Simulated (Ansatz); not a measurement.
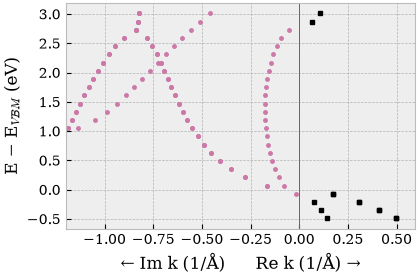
*Complex bands at the centre of the two-dimensional zone; r2SCAN (Ansatz, a quantum-chemistry and plane-wave program)*

The gap is the functional's own, uncorrected, and κ follows it; spin-orbit coupling is left out. Mid-gap means the computed energy nearest the middle.

Task: This is ZnS (P6_3mc, wurtzite, 4 atoms a cell, 19.6 Å³ an atom) along the normal of (001). Read off the slowest decay at the centre of the two-dimensional zone at 1.33 eV, the computed energy nearest the middle of the gap.

Result: κ ≈ 0.18 1/Å, a decay length 1/(2κ) of the density of 2.8 Å.
